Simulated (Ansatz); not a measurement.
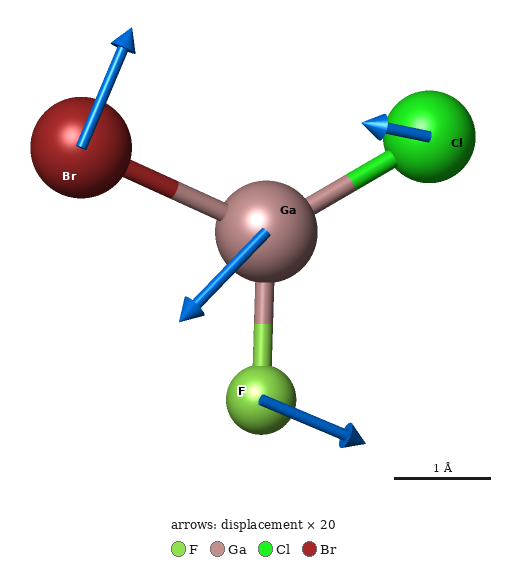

A relaxation of GaBrClF. The starting structure is drawn; blue arrows show the displacements, 20 times their true length. The two geometries are superimposed by the best rigid fit.

Style: ball-and-stick. Shown at a tilt.

The start comes from GFN2-xTB.

Method: Ansatz 0.2.0, RKS PBE0-D4/def2-TZVP.

The input:
```yaml
crystal:
  periodic: [false, false, false]
  atoms:
    - {symbol: F, position_ang: [-1.195510, -0.603880, 1.185120]}
    - {symbol: Ga, position_ang: [0.034420, -0.046040, 0.059560]}
    - {symbol: Cl, position_ang: [2.012430, -0.598850, 0.334960]}
    - {symbol: Br, position_ang: [-0.851340, 1.248770, -1.579640]}
basis:
  gaussian: {orbitals: def2-TZVP}
hamiltonian: {xc: pbe0, dispersion: d4}
relax: {f_tol: 0.005, max_steps: 150}
```

Launched with:
```bash
ansatz run in.yaml --threads 2 --pin off --events-out ev --progress --plain --max-ram 32768MiB --backend cpu
```

Q: Describe the change and its energy.

A: The energy falls by 3.58 kJ/mol in 5 geometry steps. The largest force component goes from 1.2 to 0.00052 eV/Å. The atom that moves furthest after the best rigid fit is Br4 (0.069 Å). Largest moves by element: Br 0.069 Å, Ga 0.068 Å, F 0.063 Å, Cl 0.039 Å. Near-neighbour distances that change, for instance: Ga2–Cl3 2.072 → 2.107 Å, F1–Ga2 1.758 → 1.735 Å, Ga2–Br4 2.269 → 2.246 Å. Among the angles between lasting bonds that change: F1–Ga2–Br4 111.7° → 118.6°, Cl3–Ga2–Br4 128.4° → 123.8°, F1–Ga2–Cl3 119.9° → 117.5°. The run took of the order of 60 core-seconds on a shared host.
